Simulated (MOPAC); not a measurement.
CH$_{5}$Ge: frequency calculation (part 2 of 2)

The same run, continued: CH$_{5}$Ge, multiplicity 2, SMILES [CH3][GeH2]; PM7-, unrestricted (MOPAC 23.2.5). The geometry was optimised with PM7-.

Geometry of the input (Å):
```
C  -0.2242  -0.7771  -0.1619
Ge 0.3645  0.8629  0.5068
H  -1.1319  -1.1114  0.3446
H  0.5378  -1.5506  -0.0443
H  -0.4491  -0.6878  -1.2300
H  -0.6076  1.8084  1.0909
H  1.7975  1.2120  0.4363
```

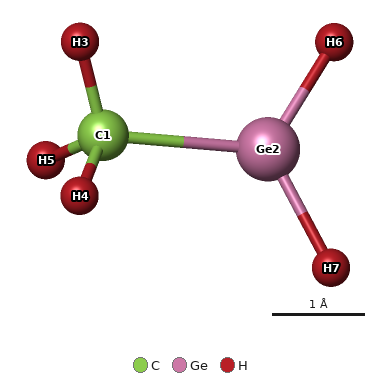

The input geometry (ball-and-stick view, seen at a tilt; atoms are numbered from 1 in the order of the input). Sticks mark near contacts.

**The program's output, continued**
```
 VIBRATION          5    3A'         ATOM PAIR     ENERGY CONTRIBUTION    RADIAL
 FREQUENCY           777.78         C 1 -- H 5         +45.4% ( 92.8%)     13.2%
 TRANSITION DIPOLE   0.5022         C 1 -- H 4         +22.2% ( 64.9%)      3.2%
 TRAVEL (Ang.)       0.3978         C 1 -- H 3         +21.4% ( 63.7%)      1.8%
 REDUCED MASS        0.5479         C 1 -- Ge2          +8.9% ( 41.2%)      6.5%
 EFFECTIVE MASS      2.8478
 FORCE CONSTANT      0.1953

 VIBRATION          6    4A'         ATOM PAIR     ENERGY CONTRIBUTION    RADIAL
 FREQUENCY           788.18         Ge2 -- H 6         +26.4% ( 51.5%)      0.0%
 TRANSITION DIPOLE   0.2509         Ge2 -- H 7         +25.8% ( 50.9%)      0.1%
 TRAVEL (Ang.)       0.4345         C 1 -- H 5         +16.1% ( 40.2%)      0.0%
 REDUCED MASS        0.4532         C 1 -- Ge2         +11.3% ( 33.7%)     88.1%
 EFFECTIVE MASS      2.2179         C 1 -- H 4         +10.5% ( 32.5%)     55.3%
 FORCE CONSTANT      0.1659

 VIBRATION          7    3A"         ATOM PAIR     ENERGY CONTRIBUTION    RADIAL
 FREQUENCY           789.61         C 1 -- H 3         +36.5% ( 85.6%)     10.5%
 TRANSITION DIPOLE   0.4265         C 1 -- H 4         +35.4% ( 84.4%)      8.9%
 TRAVEL (Ang.)       0.3724         C 1 -- H 5         +15.5% ( 55.7%)      0.1%
 REDUCED MASS        0.6158         C 1 -- Ge2         +10.8% ( 46.5%)      0.0%
 EFFECTIVE MASS      3.5528
 FORCE CONSTANT      0.2262

 VIBRATION          8    5A'         ATOM PAIR     ENERGY CONTRIBUTION    RADIAL
 FREQUENCY          1227.41         C 1 -- H 3         +44.7% ( 59.0%)      1.5%
 TRANSITION DIPOLE   0.7460         C 1 -- H 4         +44.5% ( 58.8%)      3.7%
 TRAVEL (Ang.)       0.3318         C 1 -- Ge2          +5.9% ( 21.5%)     14.9%
 REDUCED MASS        0.4989         C 1 -- H 5          +4.9% ( 19.5%)     86.0%
 EFFECTIVE MASS      1.7474
 FORCE CONSTANT      0.4428

 VIBRATION          9    4A"         ATOM PAIR     ENERGY CONTRIBUTION    RADIAL
 FREQUENCY          1265.05         C 1 -- H 5         +55.9% ( 64.8%)      0.2%
 TRANSITION DIPOLE   0.6808         C 1 -- H 4         +19.8% ( 38.5%)      8.9%
 TRAVEL (Ang.)       0.3495         C 1 -- H 3         +19.5% ( 38.3%)     13.6%
 REDUCED MASS        0.4363         C 1 -- Ge2          +4.8% ( 19.0%)      0.0%
 EFFECTIVE MASS      1.5751
 FORCE CONSTANT      0.4114

 VIBRATION         10    6A'         ATOM PAIR     ENERGY CONTRIBUTION    RADIAL
 FREQUENCY          1288.65         C 1 -- H 5         +33.7% ( 55.0%)      2.8%
 TRANSITION DIPOLE   1.0504         C 1 -- H 3         +29.7% ( 51.7%)      1.4%
 TRAVEL (Ang.)       0.3188         C 1 -- H 4         +29.7% ( 51.7%)      1.0%
 REDUCED MASS        0.5147         C 1 -- Ge2          +6.8% ( 24.8%)     97.6%
 EFFECTIVE MASS      2.1181
 FORCE CONSTANT      0.5036

 VIBRATION         11    5A"         ATOM PAIR     ENERGY CONTRIBUTION    RADIAL
 FREQUENCY          2050.10         Ge2 -- H 6         +50.0% ( 74.3%)     99.9%
 TRANSITION DIPOLE   1.0075         Ge2 -- H 7         +50.0% ( 74.3%)     99.9%
 TRAVEL (Ang.)       0.2549
 REDUCED MASS        0.5064
 EFFECTIVE MASS      1.2823
 FORCE CONSTANT      1.2539

 VIBRATION         12    7A'         ATOM PAIR     ENERGY CONTRIBUTION    RADIAL
 FREQUENCY          2261.47         Ge2 -- H 7         +50.0% ( 67.0%)     99.9%
 TRANSITION DIPOLE   0.4895         Ge2 -- H 6         +50.0% ( 67.0%)     99.9%
 TRAVEL (Ang.)       0.2443
 REDUCED MASS        0.4996
 EFFECTIVE MASS      1.0700
 FORCE CONSTANT      1.5055

 VIBRATION         13    8A'         ATOM PAIR     ENERGY CONTRIBUTION    RADIAL
 FREQUENCY          2656.98         C 1 -- H 5         +73.2% ( 88.2%)     99.5%
 TRANSITION DIPOLE   0.9165         C 1 -- H 3         +13.0% ( 37.2%)     78.3%
 TRAVEL (Ang.)       0.2077         C 1 -- H 4         +13.0% ( 37.1%)     84.3%
 REDUCED MASS        0.5884         C 1 -- Ge2          +0.9% (  9.5%)      0.1%
 EFFECTIVE MASS      1.4673
 FORCE CONSTANT      2.4473

 VIBRATION         14    6A"         ATOM PAIR     ENERGY CONTRIBUTION    RADIAL
 FREQUENCY          2673.60         C 1 -- H 4         +49.3% ( 72.5%)     96.2%
 TRANSITION DIPOLE   0.9135         C 1 -- H 3         +48.9% ( 72.2%)     98.2%
 TRAVEL (Ang.)       0.2231         C 1 -- Ge2          +0.9% (  9.9%)      0.0%
 REDUCED MASS        0.5068         C 1 -- H 5          +0.9% (  9.5%)      0.2%
 EFFECTIVE MASS      1.4831
 FORCE CONSTANT      2.1342

 VIBRATION         15    9A'         ATOM PAIR     ENERGY CONTRIBUTION    RADIAL
 FREQUENCY          2765.80         C 1 -- H 3         +37.9% ( 59.1%)     97.0%
 TRANSITION DIPOLE   0.7262         C 1 -- H 4         +37.6% ( 58.8%)     97.1%
 TRAVEL (Ang.)       0.2690         C 1 -- H 5         +24.3% ( 47.3%)     94.0%
 REDUCED MASS        0.3370         C 1 -- Ge2          +0.2% (  4.4%)     97.1%
 EFFECTIVE MASS      1.1257
 FORCE CONSTANT      1.5190

      SYMMETRY NUMBER FOR POINT-GROUP Cs  =  1

          SYSTEM IS A GROUND STATE

 job CH5Ge

          MOLECULE IS NOT LINEAR

          THERE ARE 15 GENUINE VIBRATIONS IN THIS SYSTEM
          THIS THERMODYNAMICS CALCULATION IS LIMITED TO
          MOLECULES WHICH HAVE NO INTERNAL ROTATIONS

                    CALCULATED THERMODYNAMIC PROPERTIES
                                          *
   TEMP. (K)   PARTITION FUNCTION   H.O.F.    ENTHALPY  HEAT CAPACITY ENTROPY
                                   KCAL/MOL   CAL/MOLE    CAL/K/MOL  CAL/K/MOL

 298.00  VIB.     0.3239D+01                  1069.5344     8.3624     5.9246
         ROT.     0.1027D+05                   888.2803     2.9808    21.3367
         INT.     0.3327D+05                  1957.8147    11.3433    27.2613
         TRA.     0.8205D+27                  1480.4672     4.9680    39.3898
         TOT.                       21.663    3438.2819    16.3113    66.6510

 200.00  VIB.     0.1862D+01                   409.9632     5.0376     3.2848
         ROT.     0.5647D+04                   596.1613     2.9808    20.1480
         INT.     0.1051D+05                  1006.1245     8.0184    23.4328
         TRA.     0.4511D+27                   993.6021     4.9680    37.4086
         TOT.                       20.224    1999.7266    12.9865    60.8415

 210.00  VIB.     0.1961D+01                   462.1001     5.3897     3.5391
         ROT.     0.6076D+04                   625.9693     2.9808    20.2934
         INT.     0.1192D+05                  1088.0695     8.3705    23.8326
         TRA.     0.4854D+27                  1043.2822     4.9680    37.6510
         TOT.                       20.356    2131.3517    13.3385    61.4836

 220.00  VIB.     0.2069D+01                   517.7549     5.7410     3.7980
         ROT.     0.6515D+04                   655.7774     2.9808    20.4321
         INT.     0.1348D+05                  1173.5323     8.7218    24.2301
         TRA.     0.5205D+27                  1092.9623     4.9680    37.8821
         TOT.                       20.491    2266.4947    13.6898    62.1122

 230.00  VIB.     0.2184D+01                   576.9141     6.0904     4.0609
         ROT.     0.6964D+04                   685.5855     2.9808    20.5646
         INT.     0.1521D+05                  1262.4996     9.0712    24.6255
         TRA.     0.5564D+27                  1142.6424     4.9680    38.1030
         TOT.                       20.630    2405.1420    14.0392    62.7285

 240.00  VIB.     0.2309D+01                   639.5543     6.4371     4.3274
         ROT.     0.7423D+04                   715.3935     2.9808    20.6915
         INT.     0.1714D+05                  1354.9478     9.4179    25.0189
         TRA.     0.5930D+27                  1192.3226     4.9680    38.3144
         TOT.                       20.772    2547.2703    14.3859    63.3333

 250.00  VIB.     0.2442D+01                   705.6438     6.7802     4.5972
         ROT.     0.7892D+04                   745.2016     2.9808    20.8131
         INT.     0.1928D+05                  1450.8454     9.7610    25.4103
         TRA.     0.6305D+27                  1242.0027     4.9680    38.5172
         TOT.                       20.917    2692.8480    14.7290    63.9276

 260.00  VIB.     0.2586D+01                   775.1443     7.1192     4.8697
         ROT.     0.8370D+04                   775.0097     2.9808    20.9301
         INT.     0.2165D+05                  1550.1540    10.1000    25.7998
         TRA.     0.6687D+27                  1291.6828     4.9680    38.7121
         TOT.                       21.066    2841.8368    15.0680    64.5119

 270.00  VIB.     0.2741D+01                   848.0121     7.4536     5.1447
         ROT.     0.8858D+04                   804.8177     2.9808    21.0425
         INT.     0.2428D+05                  1652.8299    10.4344    26.1872
         TRA.     0.7076D+27                  1341.3629     4.9680    38.8996
         TOT.                       21.219    2994.1927    15.4024    65.0868

 280.00  VIB.     0.2908D+01                   924.1991     7.7830     5.4217
         ROT.     0.9354D+04                   834.6258     2.9808    21.1510
         INT.     0.2720D+05                  1758.8249    10.7638    26.5727
         TRA.     0.7473D+27                  1391.0430     4.9680    39.0803
         TOT.                       21.374    3149.8679    15.7318    65.6529

 290.00  VIB.     0.3086D+01                  1003.6539     8.1071     5.7005
         ROT.     0.9860D+04                   864.4339     2.9808    21.2556
         INT.     0.3043D+05                  1868.0878    11.0879    26.9561
         TRA.     0.7877D+27                  1440.7231     4.9680    39.2546
         TOT.                       21.533    3308.8109    16.0559    66.2107

 300.00  VIB.     0.3279D+01                  1086.3227     8.4257     5.9807
         ROT.     0.1037D+05                   894.2419     2.9808    21.3566
         INT.     0.3401D+05                  1980.5646    11.4065    27.3374
         TRA.     0.8288D+27                  1490.4032     4.9680    39.4230
         TOT.                       21.695    3470.9678    16.3745    66.7604

 310.00  VIB.     0.3485D+01                  1172.1497     8.7387     6.2621
         ROT.     0.1090D+05                   924.0500     2.9808    21.4543
         INT.     0.3798D+05                  2096.1997    11.7195    27.7165
         TRA.     0.8706D+27                  1540.0833     4.9680    39.5859
         TOT.                       21.861    3636.2830    16.6876    67.3024

 320.00  VIB.     0.3707D+01                  1261.0784     9.0460     6.5445
         ROT.     0.1143D+05                   953.8580     2.9808    21.5490
         INT.     0.4236D+05                  2214.9365    12.0269    28.0934
         TRA.     0.9130D+27                  1589.7634     4.9680    39.7436
         TOT.                       22.029    3804.6999    16.9949    67.8371

 330.00  VIB.     0.3945D+01                  1353.0515     9.3476     6.8274
         ROT.     0.1197D+05                   983.6661     2.9808    21.6407
         INT.     0.4721D+05                  2336.7177    12.3284    28.4682
         TRA.     0.9562D+27                  1639.4435     4.9680    39.8965
         TOT.                       22.201    3976.1612    17.2964    68.3647

 340.00  VIB.     0.4201D+01                  1448.0118     9.6435     7.1109
         ROT.     0.1252D+05                  1013.4742     2.9808    21.7297
         INT.     0.5258D+05                  2461.4860    12.6243    28.8406
         TRA.     0.9999D+27                  1689.1236     4.9680    40.0448
         TOT.                       22.375    4150.6096    17.5923    68.8854

 350.00  VIB.     0.4475D+01                  1545.9021     9.9337     7.3947
         ROT.     0.1307D+05                  1043.2822     2.9808    21.8161
         INT.     0.5850D+05                  2589.1844    12.9145    29.2108
         TRA.     0.1044D+28                  1738.8037     4.9680    40.1888
         TOT.                       22.552    4327.9881    17.8825    69.3996

 360.00  VIB.     0.4769D+01                  1646.6662    10.2182     7.6785
         ROT.     0.1364D+05                  1073.0903     2.9808    21.9001
         INT.     0.6504D+05                  2719.7565    13.1990    29.5786
         TRA.     0.1089D+28                  1788.4838     4.9680    40.3288
         TOT.                       22.733    4508.2403    18.1671    69.9074

 370.00  VIB.     0.5085D+01                  1750.2486    10.4973     7.9623
         ROT.     0.1421D+05                  1102.8984     2.9808    21.9817
         INT.     0.7226D+05                  2853.1469    13.4781    29.9440
         TRA.     0.1135D+28                  1838.1639     4.9680    40.4649
         TOT.                       22.916    4691.3109    18.4461    70.4089

 380.00  VIB.     0.5424D+01                  1856.5948    10.7710     8.2459
         ROT.     0.1479D+05                  1132.7064     2.9808    22.0612
         INT.     0.8022D+05                  2989.3013    13.7518    30.3071
         TRA.     0.1181D+28                  1887.8440     4.9680    40.5974
         TOT.                       23.102    4877.1453    18.7199    70.9045

 390.00  VIB.     0.5788D+01                  1965.6519    11.0395     8.5291
         ROT.     0.1538D+05                  1162.5145     2.9808    22.1387
         INT.     0.8900D+05                  3128.1664    14.0203    30.6678
         TRA.     0.1228D+28                  1937.5242     4.9680    40.7264
         TOT.                       23.290    5065.6906    18.9883    71.3942

 400.00  VIB.     0.6178D+01                  2077.3682    11.3029     8.8120
         ROT.     0.1597D+05                  1192.3226     2.9808    22.2141
         INT.     0.9867D+05                  3269.6908    14.2837    31.0261
         TRA.     0.1276D+28                  1987.2043     4.9680    40.8522
         TOT.                       23.481    5256.8950    19.2517    71.8783

   *: NOTE: HEATS OF FORMATION ARE RELATIVE TO THE
            ELEMENTS IN THEIR STANDARD STATE AT 298K
              (=  Standard Enthalpy of Formation).

            Hvib:  Zero-point energy is not included.
                   frequencies of less than zero cm-1 are not included.
            Hrot = (3/2)RT
            Htra = (3/2)RT + pV = (5/2)RT

            Heat capacity is Cp, not Cv

           FORCE CONSTANT IN CARTESIAN COORDINATES (Millidynes/A)

    ATOM   CHEMICAL       X               Y               Z
   NUMBER   SYMBOL  FORCE CONSTANT  FORCE CONSTANT  FORCE CONSTANT

      1       C        4.863528        5.790759        5.615988
      2      Ge        3.541683        3.031134        1.231473
      3       H        1.011573        3.598360        0.502384
      4       H        1.011238        1.438809        2.662270
      5       H        0.991134        1.183354        2.933963
      6       H        0.852366        1.671901        0.489509
      7       H        0.852702        1.685956        0.475118

 *                    *
 * JOB ENDED NORMALLY *
 *                    *

 TOTAL JOB TIME:             0.06 SECONDS

 == MOPAC DONE ==
```

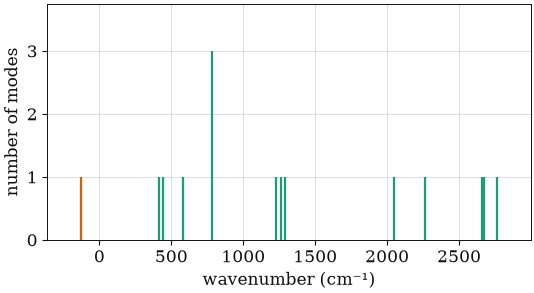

Harmonic vibrational wavenumbers from the force constants; neighbouring modes closer than 13 cm⁻¹ are counted in one stick, and imaginary ones are drawn at negative wavenumbers. 15 modes from 130i to 2766 cm⁻¹, 1 imaginary beyond 8i (130i cm⁻¹): a first-order saddle point, if the geometry is stationary.
